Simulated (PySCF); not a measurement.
# [HO2]− (hydroperoxide(1-)) at 6 levels

We compute a comparison of 6 runs (HF/STO-3G, CAM-B3LYP/def2-TZVPPD, PBE/def2-TZVPPD, SVWN5/def2-TZVPPD, wB97X/def2-TZVPPD, CCSD(T)/def2-TZVPPD) of [HO2]− (hydroperoxide(1-)). 

The calculation is run with PySCF 2.14.0.

4 further runs of the same task are left out: 4 set aside as unsound or not needed.

## Step 1: The molecule

[HO2]−: 3 atoms, total charge -1, spin state singlet. As SMILES, `[O-]O`. The O1–O2 distance was set to 1.923 Å, away from the relaxed value. At this shape a bond of the SMILES string is far longer than usual.

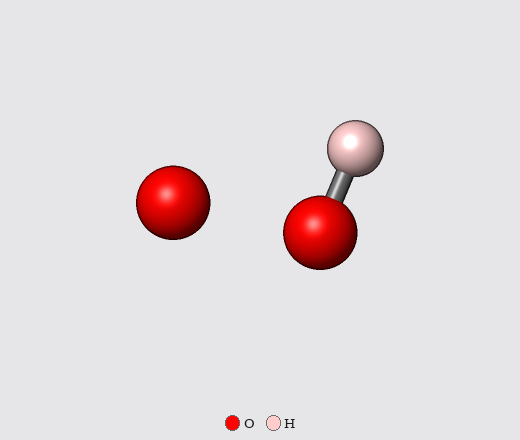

Viewed from a chosen angle; oxygen red, hydrogen pink.

## Step 2: The energy at HF/STO-3G (run 1)

Input file input.py:

```python
from pyscf import gto

mol = gto.M(
    atom='O -0.392411 1.467044 -0.050853; O -0.242260 -0.445880 -0.180750; H 0.600030 -0.579720 0.261570',
    spin=0,
    basis='sto-3g',
    verbose=3,
    max_memory=1860,
    charge=-1,
)

calc0 = mol.RHF()
calc0.conv_tol = 1e-10
calc0.kernel()
if not calc0.converged:
    calc0 = calc0.newton().run(calc0.mo_coeff, calc0.mo_occ)

energy = calc0.e_tot
print('E(%s) = %.9f' % ('HF', energy))
```

On the command line:

```console
$ OMP_NUM_THREADS=1 python input.py
```

Output:

```text
converged SCF energy = -147.848377505259
E(HF) = -147.848377505
```

It took 0.76 s on 1 thread of Arm Neoverse V1, shared host; peak memory 0.12 GiB.

## Step 3: The energy at CAM-B3LYP/def2-TZVPPD (run 2)

Input file input.xyz:

```xyz
3
HO2
O     -0.392411     1.467044    -0.050853
O     -0.242260    -0.445880    -0.180750
H      0.600030    -0.579720     0.261570
```

Input file run.py:

```python
from pyscf import gto, dft

mol = gto.M(
    atom='input.xyz',
    charge=-1,
    verbose=3,
    max_memory=1860,
    basis='def2-tzvppd',
    spin=0,
)

calc0 = dft.RKS(mol)
calc0.xc = 'cam-b3lyp'
calc0.grids.level = 5
calc0.conv_tol = 1e-10
calc0.kernel()
if not calc0.converged:
    calc0 = calc0.newton().run(calc0.mo_coeff, calc0.mo_occ)

etot = calc0.e_tot
print('E(%s) = %.9f' % ('CAM-B3LYP', etot))
```

On the command line:

```console
$ OMP_NUM_THREADS=1 python run.py
```

Output:

```text
converged SCF energy = -150.92693404246
E(CAM-B3LYP) = -150.926934042
```

Wall time 14 s (1 thread of Arm Neoverse V1, shared host); peak memory 0.46 GiB.

## Step 4: A single-point energy at PBE/def2-TZVPPD (run 3)

Input file job.py:

```python
from pyscf import gto, dft

mol = gto.M(
    atom='''
O     -0.741549     2.772311    -0.096098
O     -0.457805    -0.842591    -0.341568
H      1.133892    -1.095512     0.494296
''',
    unit='bohr',
    basis='def2-tzvppd',
    max_memory=1860,
    charge=-1,
    verbose=3,
)

mf = dft.RKS(mol)
mf.xc = 'pbe'
mf.conv_tol = 1e-10
mf.grids.level = 5
mf.kernel()
if not mf.converged:
    mf = mf.newton().run(mf.mo_coeff, mf.mo_occ)

e_tot = mf.e_tot
print('Final energy', e_tot)
```

On the command line:

```console
$ OMP_NUM_THREADS=1 python job.py
```

Output:

```text
converged SCF energy = -150.833868863236
Final energy -150.8338688632364
```

Wall time 8.7 s (1 thread of Arm Neoverse V1, shared host); peak memory 0.46 GiB.

Runs 4 to 5 aren't shown in full; the table further down has their settings and results.

## Step 5: The energy at CCSD(T)/def2-TZVPPD (run 6)

Input file calc.py:

```python
from pyscf import gto, scf, cc

system = gto.M(
    atom='O -0.392411 1.467044 -0.050853; O -0.242260 -0.445880 -0.180750; H 0.600030 -0.579720 0.261570',
    charge=-1,
    verbose=3,
    max_memory=1860,
    basis='def2-tzvppd',
)

calc0 = scf.RHF(system)
calc0.conv_tol = 1e-10
calc0.kernel()
if not calc0.converged:
    calc0 = calc0.newton().run(calc0.mo_coeff, calc0.mo_occ)

mycc = cc.CCSD(calc0, frozen=2)
mycc.kernel()
e_t = mycc.ccsd_t()
e_final = mycc.e_tot + e_t
print('Final energy', e_final)
```

On the command line:

```console
$ OMP_NUM_THREADS=1 python calc.py
```

Output:

```text
converged SCF energy = -150.182201439111
E(CCSD) = -150.6989202039607  E_corr = -0.5167187648493168
CCSD(T) correction = -0.0308428043076001
Final energy -150.72976300826826
```

It took 37 s on 1 thread of Arm Neoverse V1, shared host; peak memory 0.57 GiB.

## Step 6: The series

```
run                  level  integration grid  frozen core orbitals  energy (Eh)  HOMO energy (eV)  LUMO energy (eV)  HOMO–LUMO gap (eV)  wall time
  1              HF/STO-3G                 –                     –  -147.848378              2.84             18.96               16.12     0.76 s
  2  CAM-B3LYP/def2-TZVPPD                 5                     –  -150.926934             -1.93              4.60                6.53       14 s
  3        PBE/def2-TZVPPD                 5                     –  -150.833869              1.50              2.31                0.81      8.7 s
  4      SVWN5/def2-TZVPPD                 5                     –  -149.902793              1.35              2.01                0.66      6.3 s
  5      wB97X/def2-TZVPPD                 5                     –  -150.926394             -2.95              5.70                8.66       15 s
  6    CCSD(T)/def2-TZVPPD                 –                     2  -150.729763             -4.92              6.19               11.12       37 s
```

## Step 7: Results

| quantity | value |
| --- | --- |
| run 6: total energy | -150.72976 Eh |
| run 6: HOMO energy (Hartree–Fock orbitals) | -4.92 eV |
| run 6: LUMO energy (Hartree–Fock orbitals) | 6.19 eV |
| run 6: HOMO–LUMO gap (to an unbound level, set by the basis) | 11.12 eV |
| run 6: correlation energy (2 core orbitals frozen) | -547.6 mEh |
| run 6: (T) correction | -30.84 mEh |
| run 6: T1 diagnostic | 0.048 |

What this shows: Over runs 1, 2, 3, 4, 5 the HOMO–LUMO gap runs from 0.66 eV (SVWN5/def2-TZVPPD) to 16.12 eV (HF/STO-3G). The two ends differ in method and basis. The empty levels of an anion lie above zero and hang on the basis. Totals of different functionals can't be ranked against each other. In runs 1, 3, 4 the HOMO lies above zero, so the outermost electron may be held by the basis alone. In run 6 the T1 diagnostic is large, so a single reference may not serve. In run 1 the basis is minimal, so the values are rough. All runs together took 82 s, the longest 37 s.
